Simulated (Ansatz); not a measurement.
AlH16Si7 (Si8H16 hole disc) (doublet)

Input file:

```
crystal:
  periodic: [false, false, false]
  atoms:
    - {symbol: Si, position_ang: [-1.514189, 1.154530, -1.110141]}
    - {symbol: Si, position_ang: [1.736621, -1.469206, -1.323378]}
    - {symbol: Si, position_ang: [-1.505847, -1.163813, 1.108367]}
    - {symbol: Si, position_ang: [1.726149, 1.478616, 1.323995]}
    - {symbol: Al, position_ang: [-3.512769, -0.004489, 0.004217]}
    - {symbol: Si, position_ang: [-0.043558, -2.496113, -0.170521]}
    - {symbol: Si, position_ang: [-0.054872, 2.495562, 0.163747]}
    - {symbol: Si, position_ang: [3.004171, 0.007365, 0.002379]}
    - {symbol: H, position_ang: [-2.314318, 2.093114, -2.000943]}
    - {symbol: H, position_ang: [-0.789127, 0.198838, -2.019256]}
    - {symbol: H, position_ang: [2.643875, -2.579961, -1.794834]}
    - {symbol: H, position_ang: [1.239423, -0.738354, -2.540941]}
    - {symbol: H, position_ang: [-2.304501, -2.108942, 1.993234]}
    - {symbol: H, position_ang: [-0.784738, -0.210537, 2.022766]}
    - {symbol: H, position_ang: [1.230730, 0.746990, 2.541858]}
    - {symbol: H, position_ang: [2.626745, 2.594673, 1.795723]}
    - {symbol: H, position_ang: [-4.260455, -0.945752, -1.056850]}
    - {symbol: H, position_ang: [-4.256338, 0.929831, 1.075194]}
    - {symbol: H, position_ang: [-0.885849, -3.279071, -1.147713]}
    - {symbol: H, position_ang: [0.573199, -3.483497, 0.794291]}
    - {symbol: H, position_ang: [0.561914, 3.478915, -0.805136]}
    - {symbol: H, position_ang: [-0.897904, 3.282778, 1.136820]}
    - {symbol: H, position_ang: [3.890297, 0.820881, -0.907484]}
    - {symbol: H, position_ang: [3.891337, -0.802371, 0.914586]}
basis:
  gaussian: {orbitals: def2-SVP, initial_orbitals: start.molden}
magnetization: {spin_polarized: true, initial_magnetization: 1}
hamiltonian: {xc: pbe0, dispersion: d4}
scf: {omitted_lower_state_checks: [starts]}
output: {orbitals: {seedname: orbitals}}
```

Launched as:

```sh
ansatz run in.yaml --threads 4 --pin off --events-out ev --progress --plain --max-ram 6963MiB
```

Geometry: PBE-D4/def2-SVP.

These are results of UKS PBE0-D4/def2-SVP (Ansatz 0.2.0), not measurements.

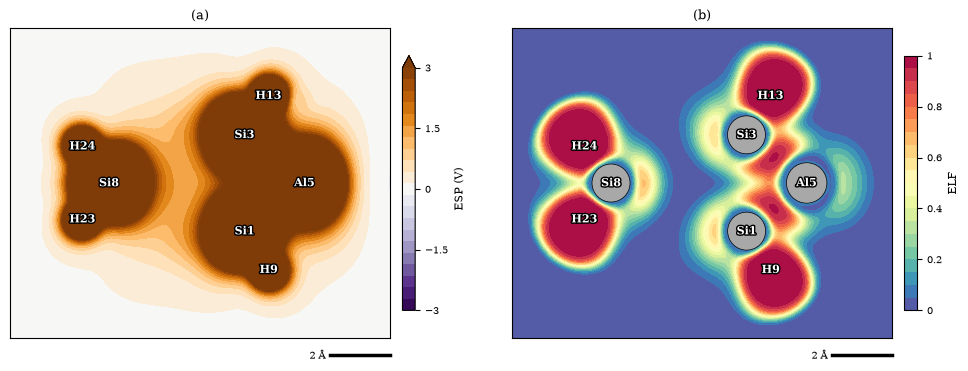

Figure 1. (a) molecular electrostatic potential; (b) electron localisation function on the plane of atoms Al5, Si3 and H13. Grey discs cover the atomic cores in the ELF map.

Q: Interpret the plot.

A:
- Atoms in the plane: Si, Al and H.
- Al–Si (2.57 Å): the ELF peaks at about 0.95 between the atoms (localised, covalent bonding).
- Si–H (1.52 Å): the ELF climbs to about 1 towards the hydrogen, as it does in any bond to H.
- The potential has no marked negative region in this plane.

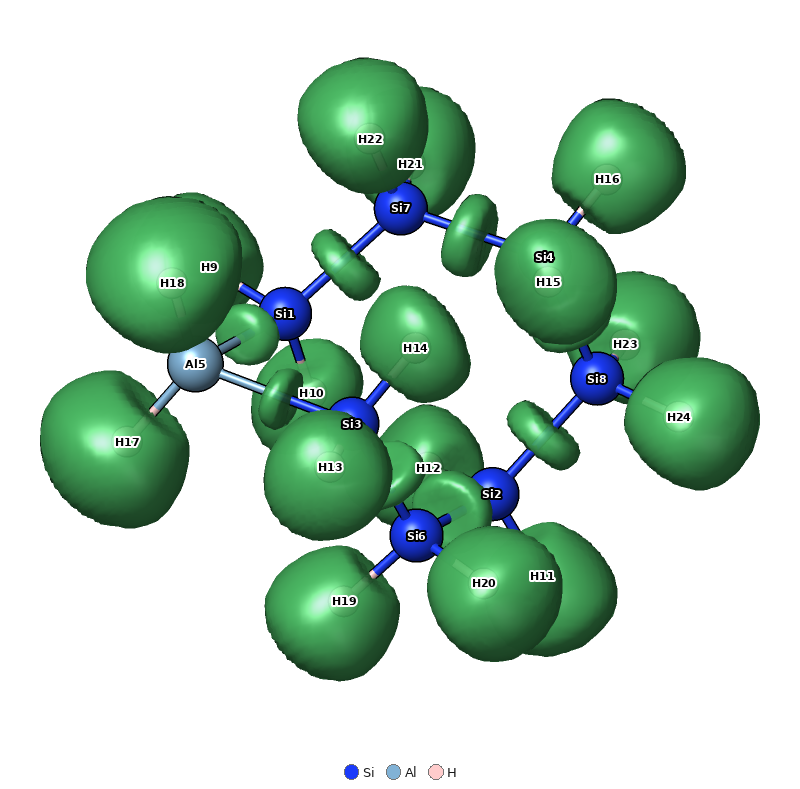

Figure 2. Isosurface of the ELF at 0.9 (green), seen at a tilt. Only the valence region is drawn (cores and ρ < 0.01 e/Å³ removed).

Q: Where are the electrons localised?

A: The surface consists of two regions between bonded Al–Si atoms (shared pairs), six regions between bonded Si–Si atoms (shared pairs) and 16 regions around hydrogen nuclei. Along the contacts the grid gives the following. Si–Si (2.35 Å): the ELF peaks at about 1 between the atoms (a covalent bond).

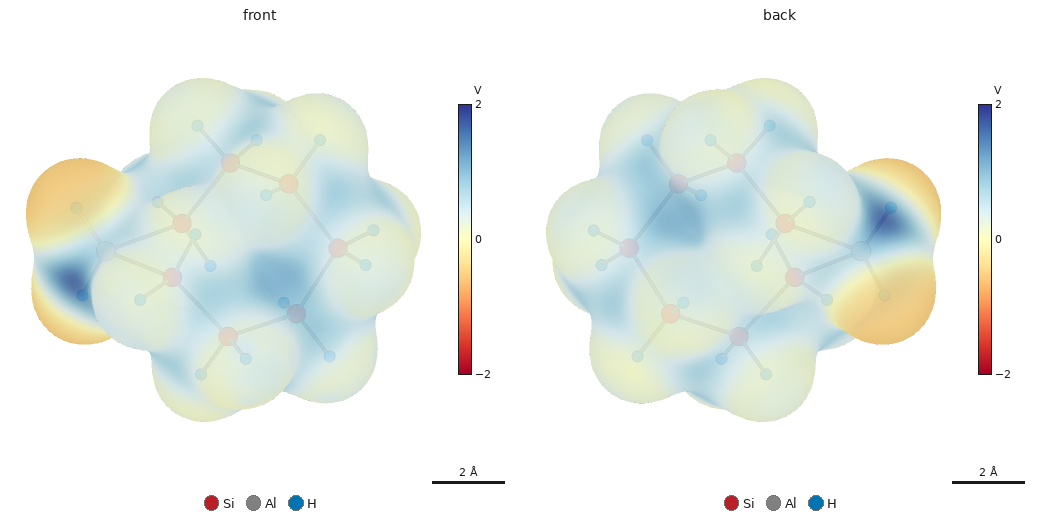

Figure 3. The molecular electrostatic potential painted on the density surface at 0.002 e/bohr³, seen from the front and from behind; red is negative and blue positive.

Q: Where is the surface potential most negative and most positive?

A: The most negative region (about −0.5 V) lies over H17 and H18, the most positive (about +1.5 V) over Al5.
